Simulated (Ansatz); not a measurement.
SiH5O2Cl: several calculations on one system

**1. Relaxation**

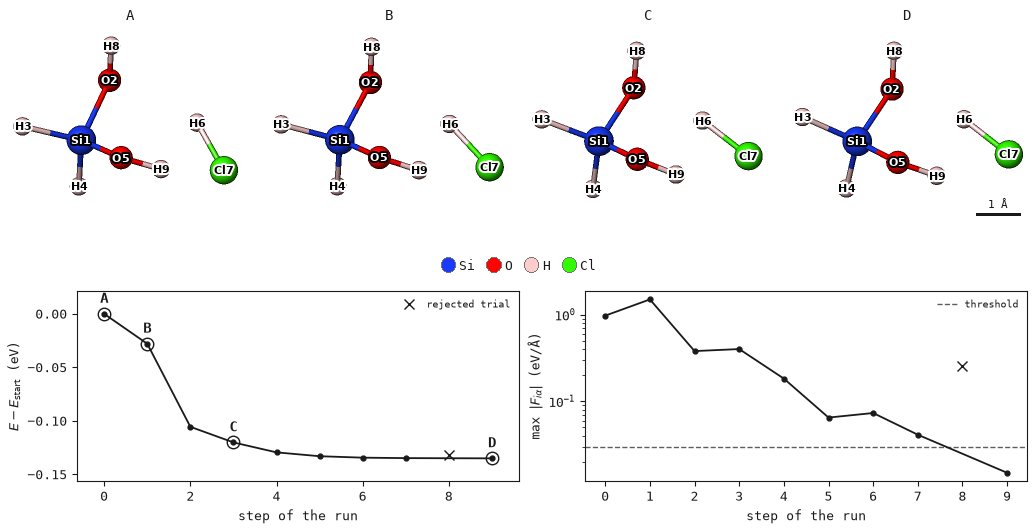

Frames of a relaxation of SiH5O2Cl, marked on the history of the run. Style: ball-and-stick. Shown at a tilt.

The run prepares an end point of a later path (reaction) calculation, from a guessed geometry.

Theory: UKS PBE0/def2-SVP (Ansatz).

Input
```yaml
crystal:
  periodic: [false, false, false]
  atoms:
    - { symbol: Si, position_ang: [-0.614058, -0.665489, -0.358396] }
    - { symbol: O, position_ang: [0.381315, -0.896917, 1.036992] }
    - { symbol: H, position_ang: [-0.967884, -1.974099, -0.968968] }
    - { symbol: H, position_ang: [-1.802012, 0.041082, 0.182875] }
    - { symbol: O, position_ang: [0.177633, 0.148699, -1.558893] }
    - { symbol: H, position_ang: [0.7111, 1.30781, 1.416597] }
    - { symbol: Cl, position_ang: [0.48169, 2.40481, 0.73402] }
    - { symbol: H, position_ang: [1.173406, -1.409547, 0.846638] }
    - { symbol: H, position_ang: [0.45871, 1.043652, -1.330766] }
magnetization:
  spin_polarized: true
basis:
  gaussian: { orbitals: def2-SVP }
hamiltonian:
  xc: pbe0
relax:
  f_tol: 0.03
  max_steps: 50
```

Command:
```bash
ansatz run input.yaml --threads 2 --pin off --max-ram 3072MiB --backend cpu --events-out ev --progress --plain --runs-dir out
```

> Describe the path.

The largest move after the best rigid fit is that of Cl7, 0.41 Å. By element the largest moves are Cl 0.41 Å, H 0.32 Å, O 0.24 Å, Si 0.04 Å. Some distances before and after: Si1–O2 1.730 → 1.692 Å. Among the angles between lasting bonds that change: Si1–O2–H8 112.7° → 115.9°. The energy falls by 0.135 eV in 8 accepted moves (9 points after the start). Largest force component: 0.97 eV/Å at the start, 0.015 eV/Å at the end. The line search rejected the trial step at point 8 of the run. From step 0 to 1: Cl7 moves most (0.20 Å), energy −0.028 eV. From step 1 to 3: Cl7 moves most (0.25 Å), energy −0.092 eV. From step 3 to 9: Cl7 moves most (0.14 Å), energy −0.015 eV.

Limits of the set-up: the start holds two separate molecules, 2.3 Å apart at their closest, whose relative position is a soft coordinate and is computed without a dispersion correction.

**2. Relaxation**

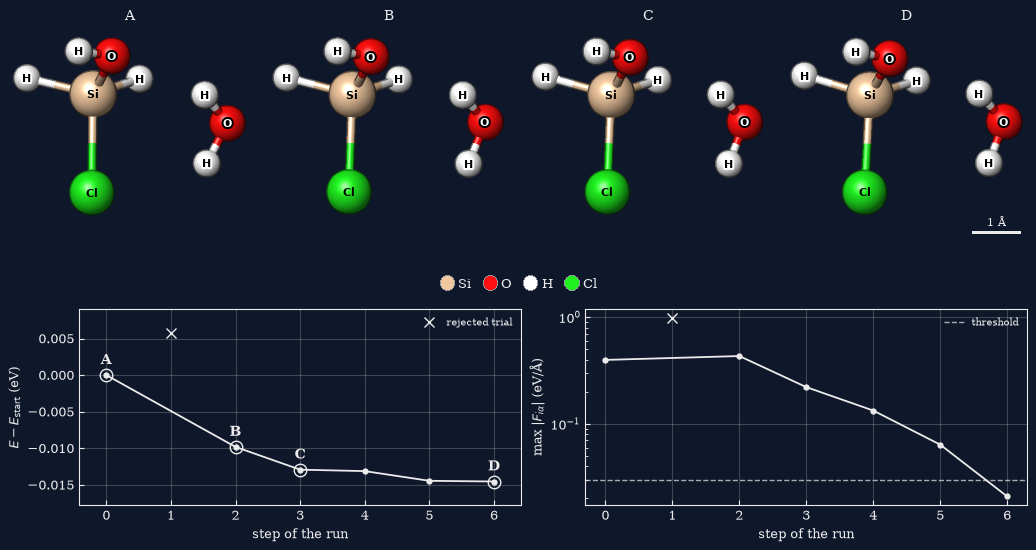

Frames of a relaxation of SiH5O2Cl, marked on the history of the run. Style: ball-and-stick. Shown from a free direction.

The run prepares an end point of a later path (reaction) calculation, from a guessed geometry.

These are results of UKS PBE0/def2-SVP (Ansatz 0.2.0), not measurements. Set-up: collinear spin; force threshold 0.03 eV/Å; at most 50 steps.

**What happens along the run?**

After 5 accepted moves (6 points after the start) the energy has fallen by 0.015 eV. The largest force component goes from 0.4 to 0.021 eV/Å. The line search rejected the trial step at point 1 of the run. An H atom moves most after the best rigid fit: 0.14 Å. Largest moves by element: H 0.14 Å, Cl 0.10 Å, O 0.06 Å, Si 0.03 Å. Some distances before and after: Cl–Si 2.112 → 2.076 Å, O–Si 1.662 → 1.667 Å. From step 0 to 2: an H atom moves most (0.07 Å), energy −0.010 eV. From step 2 to 3: an H atom moves most (0.04 Å), energy −0.003 eV. From step 3 to 6: the Cl atom moves most (0.04 Å), energy −0.002 eV.

**3. Path**

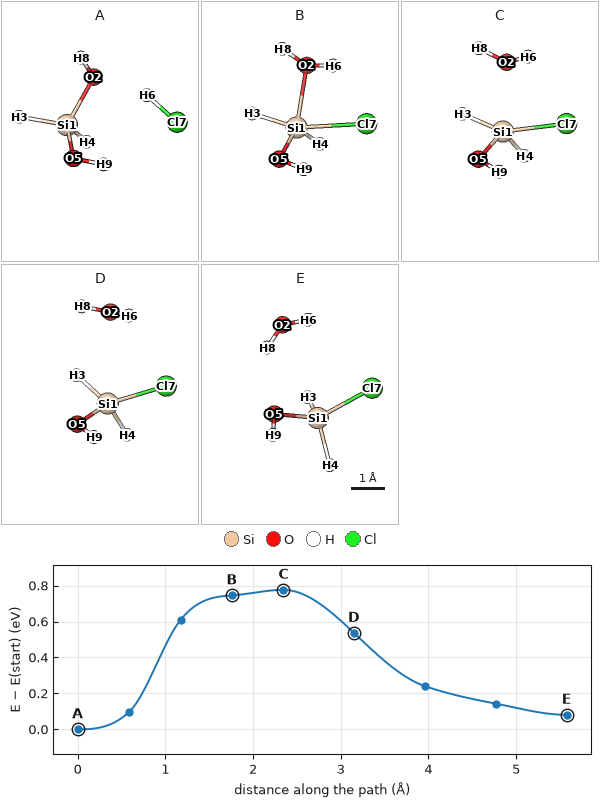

A nudged-elastic-band calculation for SiH5O2Cl. Images are numbered from 0 (start) to 8 (end). Frames A to E are images 0, 3, 4, 5, 8. Style: ball-and-stick. Shown at a tilt.

Level of theory: UKS PBE0/def2-SVP in Ansatz. Settings: 7 movable images; climbing image; force threshold 0.05 eV/Å; iteration limit 60; starting path through a guess of the saddle point.

> What happens along the path, and what is the barrier?

The energy climbs by 0.78 eV to image 4 and then falls by 0.70 eV, so the end point sits at +0.08 eV. Breaking: H6–Cl7 (1.32 → 2.35 at the top → 2.85 Å), Si1–O2 (1.69 → 2.14 at the top → 3.06 Å). Forming: O2–H6 (1.79 → 0.97 at the top → 0.96 Å), Si1–Cl7 (3.58 → 2.23 at the top → 2.08 Å). The band converged in 22 iterations. The largest component of the band force went from 13 to 0.044 eV/Å. The climbing image converged on the top of the path. Its vibrational analysis gives 2 imaginary modes over 30i cm⁻¹, so it isn't confirmed as a transition state.

Cost: 2.4 min on 2 threads of AMD EPYC 9R45 96-Core Processor (Zen 5), with other jobs on the host, peak memory 0.27 GiB.
